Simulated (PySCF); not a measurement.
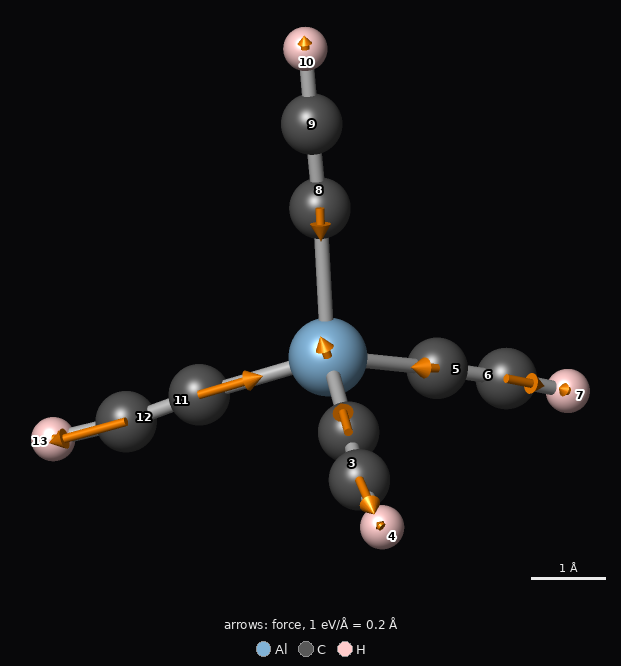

Starting geometry of C$_{8}$H$_{4}$Al (charge −1) with the computed forces as orange arrows. The picture is a ball-and-stick view, seen at a tilt.

The start comes from GFN2-xTB. Its atoms were then displaced at random by about 0.03 Å.

Computed with PBE0-D3(BJ)/def2-SVP geometry optimisation, gas phase in PySCF. 

> Is this structure relaxed? If not, where do the atoms go?

It isn't relaxed: the largest force vector, on a C atom, is 5.96 eV/Å. The final displacements follow the starting forces only in part (cosine between the two patterns 0.33). The largest moves after the best rigid fit, 0.095 Å, are those of Al and C atoms. By element the largest moves are Al 0.095 Å, C 0.095 Å, H 0.082 Å. Among the contacts that change: Al–C 2.090 → 1.976 Å, C–C 1.183 → 1.224 Å, C–H 1.107 → 1.075 Å, Al–C 1.948 → 1.974 Å. Among the angles between lasting bonds that change: C–C–H 169.4° → 179.9°, C–C–H 173.1° → 179.8°, C–C–H 174.5° → 179.9°. After 7 geometry steps the energy has fallen by 0.383 eV.

Limits of the set-up: the basis has no diffuse functions, which an anion needs.
